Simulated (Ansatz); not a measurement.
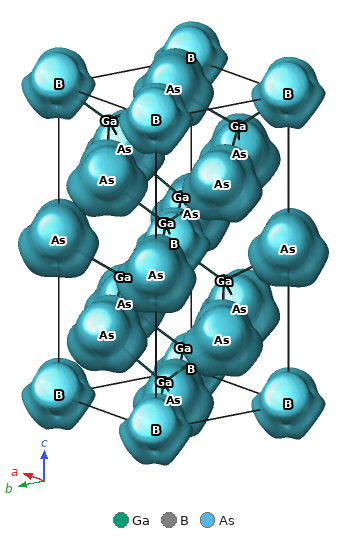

The picture shows: Ga$_{4}$BAs$_{3}$. Isosurface of the ELF at 0.6 (cyan), seen at an oblique angle. Core shells and regions of very low density are left out. Sticks mark near contacts.

Space group I-42m; a generated structure, not necessarily the stable one.

Method: Ansatz 0.2.0, DFT PBE, scalar-relativistic, plane waves, PAW.

Q: Where are the electrons localised?

A: At this value the surface marks out six regions on As in which the atom's valence shell and bonds are merged and two regions on B in which the atom's valence shell and bonds are merged, counted in one cell of 16 atoms. Regions shared between cells count once. Profiles from the grid: Ga–B (2.10 Å): the ELF peaks at about 0.85 in the valence shell of B, 0.8 Å from its nucleus, and is about 0.65 at the midpoint. Ga–As (2.50 Å): the ELF peaks at about 0.75 between the atoms.
